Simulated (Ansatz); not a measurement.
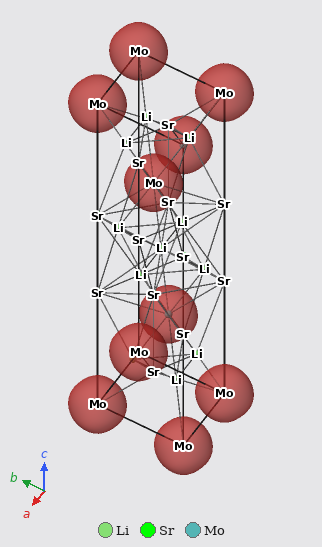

Sr$_{2}$Li$_{3}$Mo. Isosurface of the magnetisation density (up minus down) at +0.08 e/Å³ (red), seen at an oblique angle. Sticks mark near contacts.

Space group R-3m; a structure generated by program, which may or may not match a known phase; spin-polarised.

These are results of Ansatz 0.2.0, DFT PBE, scalar-relativistic, plane waves, PAW, not measurements.

The density is the valence pseudo-density of a PAW calculation; it isn't the true density close to the nuclei.

### Which atoms carry the moments, and with what signs?

The spin density sits on Mo: +2.7 μB (×3) in one cell of 18 atoms: parallel main moments, as they must be, since the calculation's own cell holds one magnetic site. The cell of the calculation (6 atoms) carries 3.0 μB of net spin moment.
